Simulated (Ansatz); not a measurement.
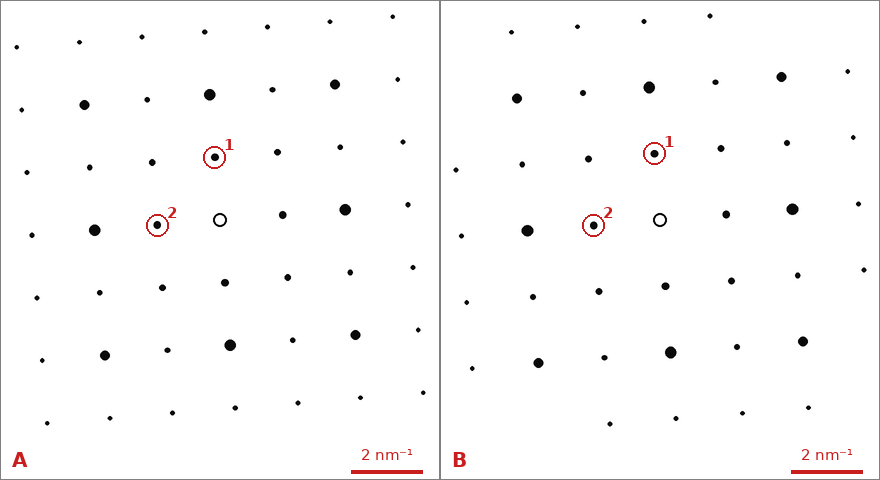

Kinematic electron diffraction patterns (200 kV, B = 0.5 Å², same scale) along [001] of the run's own cell, for the start and the end of one relaxation of Sr3O with DFT PBE, scalar-relativistic, plane waves, PAW (Ansatz). k mesh 10×10×10. The start is a generated model structure, and the relaxation ends in the nearest stationary point of its symmetry, not necessarily the ground state. Spot 1 is -1 0 0 and spot 2 is 0 -1 0 in both.

Start structure:

```yaml
crystal:
  lattice:
    - [5.27445, 0.00000, 0.00000]
    - [0.00000, 5.27445, 0.00000]
    - [0.00000, 0.00000, 5.11249]
  atoms:
    - { symbol: Sr, position: [0.00000, 0.50000, 0.50000] }
    - { symbol: Sr, position: [0.50000, 0.00000, 0.50000] }
    - { symbol: Sr, position: [0.50000, 0.50000, 0.00000] }
    - { symbol: O, position: [0.00000, 0.00000, 0.00000] }
```

Question: Which pattern belongs to the start structure, and which to the relaxed one?

Answer: B is the start: its cell gives d(1) = 5.274 Å, d(2) = 5.274 Å and an angle of 90.0°. A is the relaxed structure, with d(1) = 5.573 Å (+5.7 %), d(2) = 5.573 Å (+5.7 %) and 90.0°.

Question: Summarise the relaxation behind the change.

Answer: The volume changed by +0.1 % to 35.59 Å³ an atom; the fractional coordinates hardly changed; the space group stayed P4/mmm (No. 123); the free energy fell by 11 meV an atom. Relaxed cell: a = 5.573 Å, b = 5.573 Å, c = 4.583 Å, α = 90.00°, β = 90.00°, γ = 90.00°.
